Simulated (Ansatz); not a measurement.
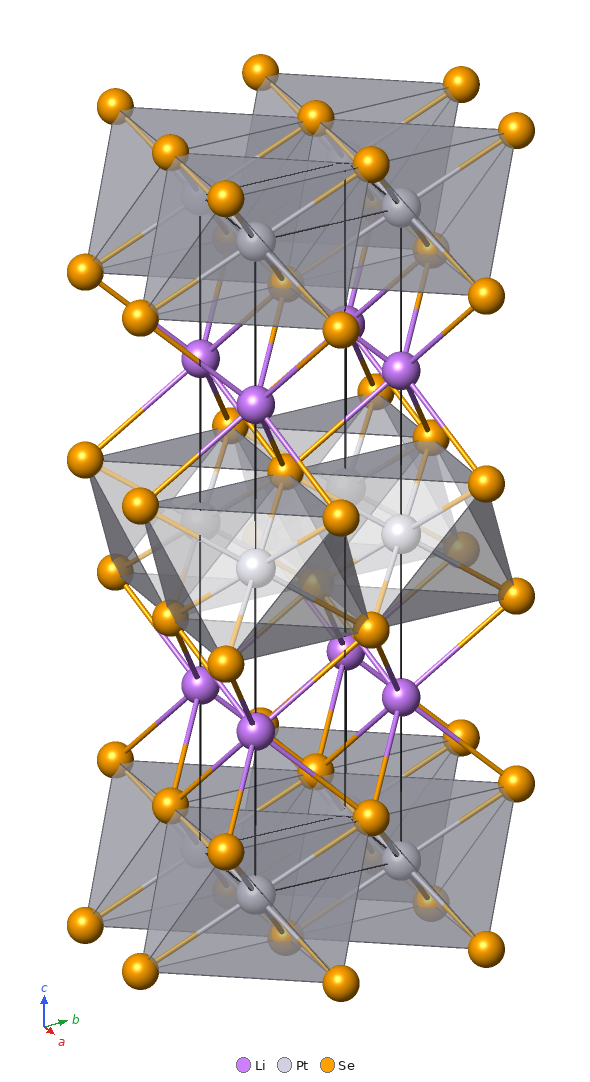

The figure gives a polyhedral picture of the atoms, viewed slightly off an axis. The frame is the conventional unit cell; atoms at its boundary are shown with their periodic copies. Some atoms of the next cells are drawn as well.

LiPtSe2, space group P6_3/mmc (No. 194), a = 3.845 Å, b = 3.845 Å, c = 12.456 Å, α = 90.00°, β = 90.00°, γ = 120.00°. Origin of the cell: a structure type filled with these elements by a generator (whether the compound takes this form wasn't checked). Earlier steps of the study, as a rule a relaxation of our own, may have changed the cell and positions, so they can lie some per cent off the listed ones. It went into a calculation with Ansatz.

This one geometry was computed with Ansatz (DFT, plane waves, PAW) at three levels of theory: r2SCAN, PBE and PBEsol.

**Which level gives the highest pressure at this volume, and what does that say about its equilibrium volume?**

Highest: PBE (0.0 GPa), which points to the largest equilibrium volume. Lowest, with the smallest volume: PBEsol (-3.7 GPa). Levels within 0.5 GPa of each other can't be told apart.

**How does the band gap change with the level of theory?**

All levels give a metal.

**Collect the results in a table.**

| level | cutoff (eV) | k-mesh of the run's cell | gap (eV) | pressure (GPa) |
| --- | --- | --- | --- | --- |
| r2SCAN | 500 | 12×12×4 | metal | -1.6 |
| PBE | 420 | 12×12×4 | metal | 0.0 |
| PBEsol | 420 | 12×12×4 | metal | -3.7 |

Gaps are taken on the k-mesh or band path of each run.
